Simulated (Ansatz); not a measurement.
# BSO+ (quintet): one geometry, many settings

What do other methods and options give for BSO+ (quintet) at this geometry, and how long do they take?

Computed with Ansatz 0.2.0, Gaussian basis. Level: the settings change from run to run.

41 further runs of the same task are left out: 15 for a known fault of the program, 13 that didn't finish, 13 set aside as unsound or not needed.

## (1) The system

The geometry is a PBE0/def2-TZVP stationary point (not a proven minimum) of the parent state, kept for this charge and spin.

3 atoms, charge 1, spin multiplicity 5.

Atoms are counted from 1 here; the program's logs count them from 0.

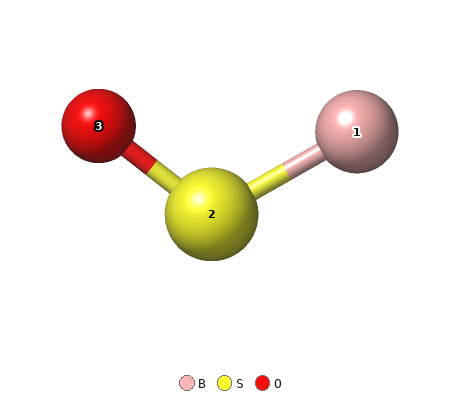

The geometry (boron pink, sulfur yellow, oxygen red); atoms are numbered from 1 in the order of the file.

Geometry (Å):

```xyz
3
charge 1, multiplicity 5
B     0.00000   -0.58877    1.52743
S     0.00000    0.40804    0.07725
O     0.00000   -0.41993   -1.18692
```

## (2) CASSCF(4,8)/cc-pVDZ

File in.yaml:

```yaml
crystal:
  periodic: [false, false, false]
  atoms:
    - {symbol: B, position_ang: [0.000000, -0.588771, 1.527430]}
    - {symbol: S, position_ang: [0.000000, 0.408039, 0.077250]}
    - {symbol: O, position_ang: [0.000000, -0.419926, -1.186924]}
basis:
  gaussian: {orbitals: cc-pVDZ}
total_charge: 1
magnetization: {spin_polarized: false, initial_magnetization: 4}
correlation: {active_space: {window: {electrons: 4, orbitals: 8}}}
```

The run is started by

```bash
$ ansatz run in.yaml --threads 1 --pin off --events-out ev --progress --plain --max-ram 2393MiB
```

Output:

```text
Functional definition: HF
  name "HF"
  cite "Fock, Z. Phys. 61, 126 (1930) doi:10.1007/BF01340294"
  parent pbe
  exchange = exact_x
  correlation = 0
453 factors; integrals over basis functions are off by at most 1.0e-3 eV
mean field evaluation 1: about -13501.9018 eV, gradient 4.8e1 eV
mean field evaluation 2: about -13502.0087 eV, gradient 4.8e1 eV
mean field evaluation 4: about -13510.4123 eV, gradient 6.1e0 eV
mean field evaluation 8: about -13511.5830 eV, gradient 1.0e0 eV
mean field evaluation 16: about -13511.6455 eV, gradient 1.2e-5 eV
mean field evaluation 32: about -13510.2893 eV, gradient 1.5e-4 eV
mean field evaluation 64: about -13510.8605 eV, gradient 3.3e0 eV
mean field evaluation 96: about -13509.6232 eV, gradient 7.7e0 eV
mean field evaluation 128: about -13511.6357 eV, gradient 5.3e-1 eV
mean field -13511.64551371 eV, -496.5438141067 hartree, gradient 1.8e-6 eV, S^2 6.000000; 9 other end points of the search recorded, 0 dependent functions left out
reference -13511.64551371 eV, -496.5438141067 hartree; 16, 12 occupied and 30, 34 virtual orbitals, 453 factors
state -13511.86189544 eV, -496.5517659883 hartree
Total energy: -13511.86189544 eV, -496.5517659883 hartree
```

Wall time 18 s (1 thread of Intel Xeon at 2.50GHz, shared host).

From the report: 70 determinants; active occupations 1.00, 0.99, 0.99, 0.99, 0.01, 0.01, 0.00, 0.00.

## (3) CCSDT(Q)/B on UHF/STO-3G

File in.yaml:

```yaml
crystal:
  periodic: [false, false, false]
  atoms:
    - {symbol: B, position_ang: [0.000000, -0.588771, 1.527430]}
    - {symbol: S, position_ang: [0.000000, 0.408039, 0.077250]}
    - {symbol: O, position_ang: [0.000000, -0.419926, -1.186924]}
basis:
  gaussian: {orbitals: STO-3G}
total_charge: 1
magnetization: {spin_polarized: true, initial_magnetization: 4}
correlation: {method: ccsdt_q_b, electrons: valence}
accuracy: high
```

Launched as before.

Output, shortened:

```text
Functional definition: HF
  name "HF"
  cite "Fock, Z. Phys. 61, 126 (1930) doi:10.1007/BF01340294"
  parent pbe
[...]
337 factors; integrals over basis functions are off by at most 2.6e-8 eV
[...]
mean field -13359.52853643 eV, -490.9536183000 hartree, gradient 2.6e-8 eV, S^2 6.016481; 7 other end points of the search recorded, 0 dependent functions left out
determinant -13359.52853643 eV, -490.9536183000 hartree, with singles and doubles -13362.06042319 eV, -491.0466634225 hartree
determinant -13358.41700442 eV, -490.9127702523 hartree, with singles and doubles -13360.75531120 eV, -490.9987014414 hartree
determinant -13357.18274896 eV, -490.8674122006 hartree, with singles and doubles -13358.71767960 eV, -490.9238198613 hartree
determinant -13356.46001522 eV, -490.8408522257 hartree, with singles and doubles -13357.85559059 eV, -490.8921386743 hartree
7 core orbitals not correlated: weight in the atoms' cores, before any rotation towards them, 1.000 or more for the frozen orbitals, at most 0.000 for the correlated occupied ones
reference -13359.52853643 eV, -490.9536183000 hartree; 9, 5 occupied and 3, 7 virtual orbitals, 337 factors
second order -1.83296919 eV of doubles, -0.00000000 eV of singles
cycle   1  -2.13095902 eV  change   -3.7e-1 eV  update   8.1e-2
[...]
cycle  36  -2.64256175 eV  change   4.2e-10 eV  update   1.3e-9
perturbative correction -0.00788438 eV, -0.0002897456 hartree
WARN: these amplitudes may be one of several solutions (largest doubles amplitude 0.11, level shift 0.96 eV)
Total energy: -13362.17898255 eV, -491.0510203986 hartree
```

Wall time 15 s (1 thread of Intel Xeon at 2.50GHz, shared host).

From the report: ⟨S²⟩ of the determinant 6.016 (pure quintet: 6.00); correlation -2.6504 eV; T1 0.036; largest double amplitude 0.11. The report flags that the cluster equations may have other roots.

## (4) HF/cc-pVDZ

File in.yaml:

```yaml
crystal:
  periodic: [false, false, false]
  atoms:
    - {symbol: B, position_ang: [0.000000, -0.588771, 1.527430]}
    - {symbol: S, position_ang: [0.000000, 0.408039, 0.077250]}
    - {symbol: O, position_ang: [0.000000, -0.419926, -1.186924]}
basis:
  gaussian: {orbitals: cc-pVDZ}
total_charge: 1
magnetization: {spin_polarized: false, initial_magnetization: 4}
hamiltonian: {xc: hf}
output: {forces: true, orbitals: {seedname: orbitals}}
```

Launched as before.

Output, shortened:

```text
Functional definition: HF
  name "HF"
  cite "Fock, Z. Phys. 61, 126 (1930) doi:10.1007/BF01340294"
  parent pbe
[...]
453 factors; integrals over basis functions are off by at most 1.0e-3 eV
[...]
mean field -13511.64551371 eV, -496.5438141067 hartree, gradient 7.1e-6 eV, S^2 6.000000; 1 other end points of the search recorded, 0 dependent functions left out
[...]
reference -13511.64551371 eV, -496.5438141067 hartree; 16, 12 occupied and 30, 34 virtual orbitals, 453 factors
Total energy: -13511.64551371 eV, -496.5438141067 hartree
Atom 0 at     0.000000    -0.588771     1.527430 Å, force     0.000000    -0.916882     0.691098 eV/Å
Atom 1 at     0.000000     0.408039     0.077250 Å, force    -0.000000     2.717312     1.283993 eV/Å
Atom 2 at     0.000000    -0.419926    -1.186924 Å, force     0.000000    -1.800431    -1.975092 eV/Å
Dipole moment:     0.000000    -0.003273     0.561974 e Å
```

It took 4.9 s on 1 thread of Intel Xeon at 2.50GHz, shared host.

## (5) HF/6-31G*

Edit in.yaml of step 4 so:

```diff
@@ -7,3 +7,3 @@
 basis:
-  gaussian: {orbitals: cc-pVDZ}
+  gaussian: {orbitals: "6-31G*", fitting: {mean_field: def2-universal-jkfit}}
 total_charge: 1
@@ -11,2 +11,3 @@
 hamiltonian: {xc: hf}
+scf: {lower_state_search: light}
 output: {forces: true, orbitals: {seedname: orbitals}}
```

The command is unchanged.

Output, shortened:

```text
Functional definition: HF
  name "HF"
  cite "Fock, Z. Phys. 61, 126 (1930) doi:10.1007/BF01340294"
  parent pbe
[...]
280 factors; integrals over basis functions are off by at most 8.2e-2 eV
[...]
mean field -13511.02172763 eV, -496.5208903908 hartree, gradient 2.5e-5 eV, S^2 6.000000; 1 other end points of the search recorded, 0 dependent functions left out
[...]
reference -13511.02172763 eV, -496.5208903908 hartree; 16, 12 occupied and 33, 37 virtual orbitals, 280 factors
Total energy: -13511.02172763 eV, -496.5208903908 hartree
Atom 0 at     0.000000    -0.588771     1.527430 Å, force    -0.000000    -0.864258     0.601938 eV/Å
Atom 1 at     0.000000     0.408039     0.077250 Å, force     0.000000     2.432641     1.003674 eV/Å
Atom 2 at     0.000000    -0.419926    -1.186924 Å, force    -0.000000    -1.568383    -1.605612 eV/Å
Dipole moment:     0.000000    -0.000587     0.548788 e Å
```

Wall time 4.9 s (1 thread of Intel Xeon at 2.50GHz, shared host).

## (6) MRCISD+Q(4,7)/STO-3G

File in.yaml:

```yaml
crystal:
  periodic: [false, false, false]
  atoms:
    - {symbol: B, position_ang: [0.000000, -0.588771, 1.527430]}
    - {symbol: S, position_ang: [0.000000, 0.408039, 0.077250]}
    - {symbol: O, position_ang: [0.000000, -0.419926, -1.186924]}
basis:
  gaussian: {orbitals: STO-3G}
total_charge: 1
magnetization: {spin_polarized: false, initial_magnetization: 4}
correlation: {method: fic_mrcisd_q, electrons: outside_noble_gas, active_space: {window: {electrons: 4, orbitals: 7}}}
scf: {lower_state_search: light}
```

Launched as before.

Output, shortened:

```text
Functional definition: HF
  name "HF"
  cite "Fock, Z. Phys. 61, 126 (1930) doi:10.1007/BF01340294"
  parent pbe
[...]
232 factors; integrals over basis functions are off by at most 3.5e-5 eV
[...]
mean field -13359.41104557 eV, -490.9493005907 hartree, gradient 2.1e-6 eV, S^2 6.000000; 4 other end points of the search recorded, 0 dependent functions left out
reference -13359.41104557 eV, -490.9493005907 hartree; 16, 12 occupied and 3, 7 virtual orbitals, 232 factors
state -13359.47265971 eV, -490.9515648685 hartree
contracted CI cycle   1: correlation 0.00000000 eV, 0.0000000000 hartree, residual 9.83e0 eV
contracted CI cycle   2: correlation -2.21805230 eV, -0.0815119187 hartree, residual 2.24e0 eV
contracted CI cycle   3: correlation -2.39722744 eV, -0.0880964835 hartree, residual 1.09e0 eV
contracted CI cycle   4: correlation -2.43877639 eV, -0.0896233794 hartree, residual 6.66e-1 eV
contracted CI cycle   5: correlation -2.45507106 eV, -0.0902221973 hartree, residual 3.80e-1 eV
contracted CI cycle   6: correlation -2.45954687 eV, -0.0903866802 hartree, residual 1.83e-1 eV
contracted CI cycle   7: correlation -2.46059446 eV, -0.0904251787 hartree, residual 6.95e-2 eV
contracted CI cycle   8: correlation -2.46074326 eV, -0.0904306468 hartree, residual 3.20e-2 eV
contracted CI cycle   9: correlation -2.46077572 eV, -0.0904318396 hartree, residual 1.78e-2 eV
contracted CI cycle  10: correlation -2.46078458 eV, -0.0904321652 hartree, residual 8.36e-3 eV
contracted CI cycle  11: correlation -2.46078667 eV, -0.0904322423 hartree, residual 3.54e-3 eV
contracted CI cycle  12: correlation -2.46078706 eV, -0.0904322564 hartree, residual 1.68e-3 eV
state -13359.47265971 eV, -490.9515648685 hartree; corrected -13362.16835102 eV, -491.0506296970 hartree
Total energy: -13362.16835102 eV, -491.0506296970 hartree
```

Wall time 3.3 s (1 thread of Intel Xeon at 2.50GHz, shared host).

From the report: 20 determinants; active occupations 1.00, 1.00, 1.00, 1.00, 0.00, 0.00, 0.00.

## (7) CASSCF(14,9)/cc-pVDZ

File in.yaml:

```yaml
crystal:
  periodic: [false, false, false]
  atoms:
    - {symbol: B, position_ang: [0.000000, -0.588771, 1.527430]}
    - {symbol: S, position_ang: [0.000000, 0.408039, 0.077250]}
    - {symbol: O, position_ang: [0.000000, -0.419926, -1.186924]}
basis:
  gaussian: {orbitals: cc-pVDZ}
total_charge: 1
magnetization: {spin_polarized: false, initial_magnetization: 4}
correlation: {active_space: {window: {electrons: 14, orbitals: 9}, states: [{multiplicity: 5, weights: [1, 1]}]}}
scf: {lower_state_search: light}
```

Launched as before.

Output, shortened:

```text
Functional definition: HF
  name "HF"
  cite "Fock, Z. Phys. 61, 126 (1930) doi:10.1007/BF01340294"
  parent pbe
[...]
846 factors; integrals over basis functions are off by at most 1.4e-7 eV
[...]
mean field -13511.64567139 eV, -496.5438199012 hartree, gradient 1.6e-6 eV, S^2 6.000000; 9 other end points of the search recorded, 0 dependent functions left out
reference -13511.64567139 eV, -496.5438199012 hartree; 16, 12 occupied and 30, 34 virtual orbitals, 846 factors
state -13511.98883792 eV, -496.5564310384 hartree
state -13509.87581367 eV, -496.4787788295 hartree
Total energy: -13510.93232579 eV, -496.5176049340 hartree
```

It took 14 s on 1 thread of Intel Xeon at 2.50GHz, shared host.

From the report: 126 determinants; active occupations (of the averaged states) 2.00, 2.00, 2.00, 1.98, 1.52, 1.48, 1.02, 1.00, 1.00.

## (8) CCSDT(Q)/B on UHF/6-31G

File in.yaml:

```yaml
crystal:
  periodic: [false, false, false]
  atoms:
    - {symbol: B, position_ang: [0.000000, -0.588771, 1.527430]}
    - {symbol: S, position_ang: [0.000000, 0.408039, 0.077250]}
    - {symbol: O, position_ang: [0.000000, -0.419926, -1.186924]}
basis:
  gaussian: {orbitals: 6-31G}
total_charge: 1
magnetization: {spin_polarized: true, initial_magnetization: 4}
correlation: {method: ccsdt_q_b, electrons: outside_noble_gas}
```

Launched as before.

Output, shortened:

```text
Functional definition: HF
  name "HF"
  cite "Fock, Z. Phys. 61, 126 (1930) doi:10.1007/BF01340294"
  parent pbe
[...]
627 factors; integrals over basis functions are off by at most 6.6e-8 eV
[...]
mean field -13508.00970521 eV, -496.4102006087 hartree, gradient 3.3e-6 eV, S^2 6.029723; 11 other end points of the search recorded, 0 dependent functions left out
determinant -13508.00970521 eV, -496.4102006087 hartree, with singles and doubles -13513.06968701 eV, -496.5961515102 hartree
determinant -13506.81592249 eV, -496.3663299027 hartree, with singles and doubles -13511.65034316 eV, -496.5439915856 hartree
determinant -13505.99334215 eV, -496.3361006328 hartree, with singles and doubles -13510.18378970 eV, -496.4900967401 hartree
determinant -13505.04368970 eV, -496.3012015491 hartree, with singles and doubles -13509.00728964 eV, -496.4468611602 hartree
7 core orbitals not correlated: weight in the atoms' cores, before any rotation towards them, 1.000 or more for the frozen orbitals, at most 0.000 for the correlated occupied ones
reference -13508.00970521 eV, -496.4102006087 hartree; 9, 5 occupied and 15, 19 virtual orbitals, 627 factors
second order -4.39573743 eV of doubles, -0.00000000 eV of singles
cycle   1  -4.54708720 eV  change   -1.5e-1 eV  update   1.1e-1
[...]
cycle  23  -5.25074348 eV  change   -4.9e-7 eV  update   6.5e-7
perturbative correction -0.02780600 eV, -0.0010218517 hartree
Total energy: -13513.28825470 eV, -496.6041837244 hartree
```

Run time: 32 s. Hardware: 1 thread of Intel Xeon at 2.50GHz, shared host.

From the report: ⟨S²⟩ of the determinant 6.030 (pure quintet: 6.00); correlation -5.2785 eV; T1 0.048; largest double amplitude 0.11.

## (9) BCCD(T)/cc-pVDZ

File in.yaml:

```yaml
crystal:
  periodic: [false, false, false]
  atoms:
    - {symbol: B, position_ang: [0.000000, -0.588771, 1.527430]}
    - {symbol: S, position_ang: [0.000000, 0.408039, 0.077250]}
    - {symbol: O, position_ang: [0.000000, -0.419926, -1.186924]}
basis:
  gaussian: {orbitals: cc-pVDZ}
total_charge: 1
magnetization: {spin_polarized: false, initial_magnetization: 4}
hamiltonian: {xc: {name: B3LYP}}
correlation: {method: bccd_t, electrons: valence, diis_vectors: 4}
```

The command is unchanged.

Output, shortened:

```text
Functional definition: B3LYP
  name "B3LYP"
  cite "Stephens, Devlin, Chabalowski & Frisch, J. Phys. Chem. 98, 11623 (1994) doi:10.1021/j100096a001"
  cite "Becke, Phys. Rev. A 38, 3098 (1988) doi:10.1103/PhysRevA.38.3098"
  cite "Lee, Yang & Parr, Phys. Rev. B 37, 785 (1988) doi:10.1103/PhysRevB.37.785"
  cite "Vosko, Wilk & Nusair, Can. J. Phys. 58, 1200 (1980) doi:10.1139/p80-159"
[...]
453 factors; integrals over basis functions are off by at most 1.0e-3 eV
[...]
mean field -13542.43191762 eV, -497.6751935826 hartree, gradient 3.5e-6 eV, S^2 6.000000; 0 other end points of the search recorded, 0 dependent functions left out
[...]
7 core orbitals not correlated: weight in the atoms' cores, before any rotation towards them, 1.000 or more for the frozen orbitals, at most 0.000 for the correlated occupied ones
reference -13510.76672987 eV, -496.5115193962 hartree; 9, 5 occupied and 30, 34 virtual orbitals, 453 factors
second order -9.56571536 eV of doubles, -0.64156165 eV of singles
cycle   1  -9.49033363 eV  change    7.3e-1 eV  update   1.2e-1
[...]
cycle  15  -9.96984568 eV  change    4.0e-6 eV  update   1.1e-5
perturbative correction -0.40625981 eV, -0.0149297727 hartree
Total energy: -13521.14283537 eV, -496.8928342399 hartree
```

Wall time 15 s (1 thread of Intel Xeon at 2.50GHz, shared host).

From the report: correlation -10.3761 eV; largest double amplitude 0.08.

## (10) CCSD(T) on ROHF/6-31G

Edit in.yaml of step 9 so:

```diff
@@ -7,6 +7,5 @@
 basis:
-  gaussian: {orbitals: cc-pVDZ}
+  gaussian: {orbitals: 6-31G}
 total_charge: 1
 magnetization: {spin_polarized: false, initial_magnetization: 4}
-hamiltonian: {xc: {name: B3LYP}}
-correlation: {method: bccd_t, electrons: valence, diis_vectors: 4}
+correlation: {method: ccsd_t, electrons: all}
```

Same command.

Output, shortened:

```text
Functional definition: HF
  name "HF"
  cite "Fock, Z. Phys. 61, 126 (1930) doi:10.1007/BF01340294"
  parent pbe
[...]
344 factors; integrals over basis functions are off by at most 1.4e-4 eV
[...]
mean field -13507.73014348 eV, -496.3999269044 hartree, gradient 3.3e-6 eV, S^2 6.000000; 12 other end points of the search recorded, 0 dependent functions left out
[...]
determinant -13507.73014348 eV, -496.3999269044 hartree, with singles and doubles -13513.18519517 eV, -496.6003963565 hartree
determinant -13506.60701333 eV, -496.3586526329 hartree, with singles and doubles -13511.76889896 eV, -496.5483484310 hartree
determinant -13505.89561937 eV, -496.3325093871 hartree, with singles and doubles -13510.31278468 eV, -496.4948372181 hartree
determinant -13504.97331941 eV, -496.2986154886 hartree, with singles and doubles -13509.13697926 eV, -496.4516271659 hartree
determinant -13504.24908021 eV, -496.2720001888 hartree, with singles and doubles -13508.75718073 eV, -496.4376698272 hartree
reference -13507.73014348 eV, -496.3999269044 hartree; 16, 12 occupied and 15, 19 virtual orbitals, 344 factors
second order -4.64587181 eV of doubles, -0.14288810 eV of singles
cycle   1  -5.45535204 eV  change   -3.0e-4 eV  update   5.0e-3
[...]
cycle   8  -5.46549584 eV  change    5.5e-6 eV  update   2.0e-5
perturbative correction -0.16383186 eV, -0.0060207099 hartree
Total energy: -13513.35947118 eV, -496.6068008817 hartree
```

Run time: 20 s. Hardware: 1 thread of Intel Xeon at 2.50GHz, shared host.

From the report: correlation -5.6293 eV; T1 0.043; largest double amplitude 0.10.

## (11) The runs in one table

Where basis and cores are those of an earlier UCCSDT(Q)/cc-pVDZ run (-13521.3042 eV), and the state is the same kind, the miss against it is given. † marks a result that the program doubts.

| level | correlated | functions | energy (eV) | from UCCSDT(Q) (meV) | time |
| --- | --- | --- | --- | --- | --- |
| CASSCF(4,8)/cc-pVDZ |  | 46 | -13511.8619 | 9442.3 | 18 s |
| CCSDT(Q)/B on UHF/STO-3G † | valence | 19 | -13362.1790 |  | 15 s |
| HF/cc-pVDZ |  | 46 | -13511.6455 | 9658.6 | 4.9 s |
| HF/6-31G* |  | 49 | -13511.0217 |  | 4.9 s |
| MRCISD+Q(4,7)/STO-3G | outside noble gas | 19 | -13362.1684 |  | 3.3 s |
| CASSCF(14,9)/cc-pVDZ (mean of several states) |  | 46 | -13510.9323 |  | 14 s |
| CCSDT(Q)/B on UHF/6-31G | outside noble gas | 31 | -13513.2883 |  | 32 s |
| BCCD(T)/cc-pVDZ (on B3LYP orbitals) | valence | 46 | -13521.1428 | 161.3 | 15 s |
| CCSD(T) on ROHF/6-31G | all | 31 | -13513.3595 |  | 20 s |

## (12) Summary of results

```
quantity                          value
    runs                              9
quickest    MRCISD+Q(4,7)/STO-3G, 3.3 s
 slowest  CCSDT(Q)/B on UHF/6-31G, 32 s
```

Total energies in different bases, with other cores or another treatment of relativity can't be set against each other. CCSDT(Q)/B on UHF/6-31G took 10 times as long as MRCISD+Q(4,7)/STO-3G; the jobs differ in more than the method. Hartree-Fock, CASSCF and CASCI lack dynamic correlation by design. Cores frozen from Kohn-Sham orbitals shift the total energy.
